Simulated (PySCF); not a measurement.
C₇H₁₂N (SMILES C=C[C](C)C(=C)CN) (doublet)

```yaml
atoms:
  - { symbol: C, position_ang: [-2.9625, 1.0764, -0.2900] }
  - { symbol: C, position_ang: [-1.6234, 1.0694, -0.4717] }
  - { symbol: C, position_ang: [-0.7178, 0.0273, -0.1621] }
  - { symbol: C, position_ang: [-1.2463, -1.2730, 0.3577] }
  - { symbol: C, position_ang: [0.6953, 0.1980, -0.2983] }
  - { symbol: C, position_ang: [1.2868, 1.3115, -0.7919] }
  - { symbol: C, position_ang: [1.5768, -0.9616, 0.1563] }
  - { symbol: N, position_ang: [3.0082, -0.7480, 0.1929] }
  - { symbol: H, position_ang: [-3.5459, 1.9372, -0.5653] }
  - { symbol: H, position_ang: [-3.5106, 0.2565, 0.1383] }
  - { symbol: H, position_ang: [-1.1969, 1.9698, -0.8895] }
  - { symbol: H, position_ang: [-0.7149, -2.1193, -0.0721] }
  - { symbol: H, position_ang: [-2.3000, -1.3841, 0.1251] }
  - { symbol: H, position_ang: [-1.1319, -1.3272, 1.4427] }
  - { symbol: H, position_ang: [0.7419, 2.1680, -1.1403] }
  - { symbol: H, position_ang: [2.3573, 1.3931, -0.8699] }
  - { symbol: H, position_ang: [1.4026, -1.8170, -0.5059] }
  - { symbol: H, position_ang: [1.2764, -1.2573, 1.1663] }
  - { symbol: H, position_ang: [3.2339, 0.0337, 0.7990] }
  - { symbol: H, position_ang: [3.3658, -0.5429, -0.7339] }
```

Geometry: GFN2-xTB.

All numbers below come from UKS B3LYP, pcH-1 on C H N, non-relativistic, mean-field spin-orbit, GIAO in PySCF.

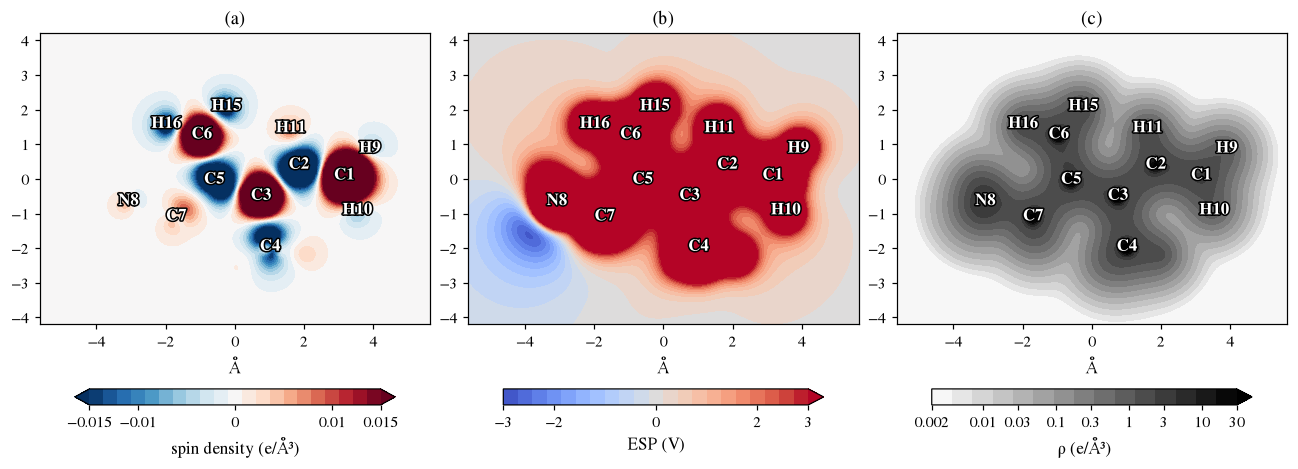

Figure 1. (a) spin density; (b) electrostatic potential; (c) electron density on the plane of atoms C3, C5 and C6.

Question: What do the fields say about this system?

Answer:
- The section cuts through C, N and H sites.
- C–C (1.35 Å): the density is about 2.1 e/Å³ at the midpoint.
- C–N (1.45 Å): ρ at the midpoint is about 1.8 e/Å³.
- C–C (1.41 Å): ρ is about 1.9 e/Å³ halfway.
- C–C (1.50 Å): ρ at the midpoint is about 1.7 e/Å³.
- C–H (1.07 Å): ρ is about 1.9 e/Å³ halfway.
- The unpaired spin (1 electron) lies mostly on C3 (about 0.3), C6 (about 0.3) and C1 (about 0.3), in electrons by Hirshfeld's partition.
- Outside the dense part of the molecule the potential is most negative (−2.8 V) near N8.

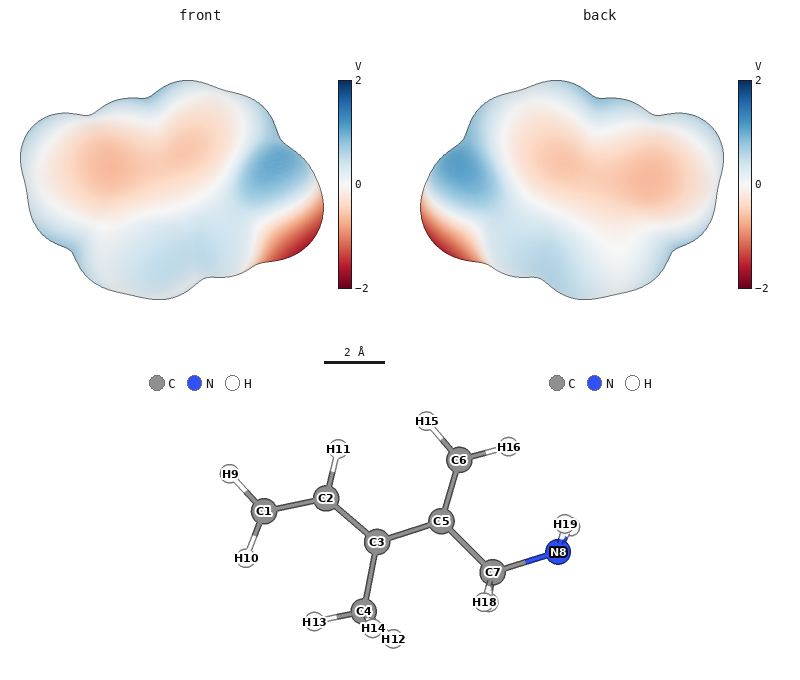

Figure 2. The molecular electrostatic potential painted on the density surface at 0.001 e/bohr³, seen from the front and from behind; the colour scale runs from red (negative) to blue (positive). The bare structure is drawn below in the same view.

Question: Where is the surface potential most negative and most positive?

Answer: The most negative region (about −1.5 V) lies over N8, the most positive (about +1.0 V) over H19 and H20. N8 is the likeliest acceptor of a hydrogen bond.

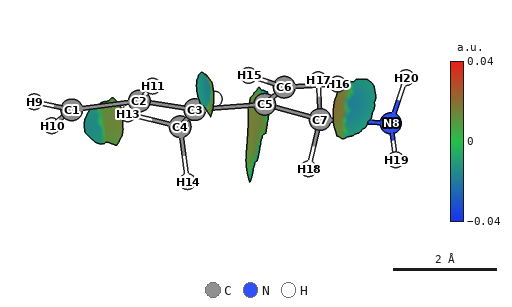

Figure 3. Non-covalent interaction (NCI) plot: the surface where the reduced density gradient is 0.5, for densities under 0.05 a.u., coloured by sign(λ₂)ρ; seen from one side.

Question: Which non-covalent interactions does the plot reveal?

Answer: Between H13 and C4 on one side and H10 and C1 on the other: a weak contact, attractive (blue-green) on one side and crowded (olive to red) on the other; between H15 and C6 on one side and H11 and C2 on the other: a weak contact, attractive (blue-green) on one side and crowded (olive to red) on the other; between H12 and C4 on one side and C7 and H17 on the other: a weak contact, attractive (blue-green) on one side and crowded (olive to red) on the other; between H16 and C6 on one side and N8 and C7 on the other: a weak contact, attractive (blue-green) on one side and crowded (olive to red) on the other.
